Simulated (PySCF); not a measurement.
# C4H12AlN (AlEt2(NH2)): the cost of one run

Computed with PySCF 2.14.0 and routines of our own; the level stands in each step. Atoms count from 0.

### 1 The system as given

18 atoms, charge 0, multiplicity 1; geometry from: GFN2-xTB.

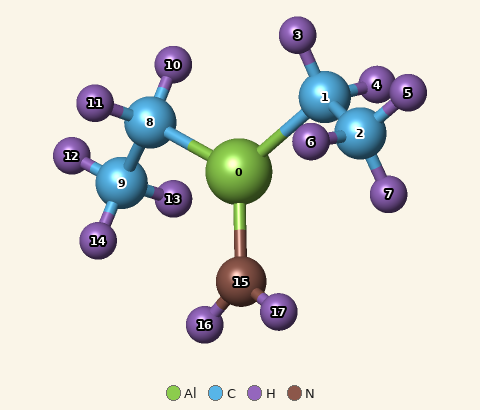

The starting geometry (aluminium green, carbon blue, hydrogen purple, nitrogen brown); sticks join atoms by distance alone.

### 2 Magnetic properties: GIAO B3LYP/def2-SVP

What the job is given:

```
{"job": {"kind": "mag", "xc": "B3LYP", "basis": "def2-SVP"}, "charge": 0, "multiplicity": 1}
Al    -0.079240    -0.117020     0.018020
C      1.901900    -0.122290     0.364900
C      2.361820    -1.337740     1.181750
H      2.197250     0.795450     0.893090
H      2.472980    -0.103240    -0.573700
H      3.443040    -1.334050     1.329350
H      1.885370    -1.346560     2.161170
H      2.095720    -2.263940     0.674540
C     -1.039520     1.621020    -0.301100
C     -2.254380     1.469970    -1.227350
H     -0.351990     2.362810    -0.731610
H     -1.382180     2.068130     0.642390
H     -2.783020     2.416500    -1.351440
H     -1.946800     1.121090    -2.212190
H     -2.957880     0.743750    -0.822900
N     -0.983870    -1.649450    -0.009710
H     -1.956700    -1.760760    -0.267360
H     -0.622530    -2.563680     0.232140
```

Level: GIAO B3LYP/def2-SVP magnetisability, rotational g tensor and spin-rotation constants, non-relativistic, gas phase.

Run with:

```
OMP_NUM_THREADS=1 python excited_run.py task.json out
```

One launch serves the whole session: the jobs run in the order shown.

**Question.** How long does this first job take on 1 thread of Arm Neoverse V2, shared host, and how much memory does it need?

About 15 s, with a peak of 0.7 GiB.
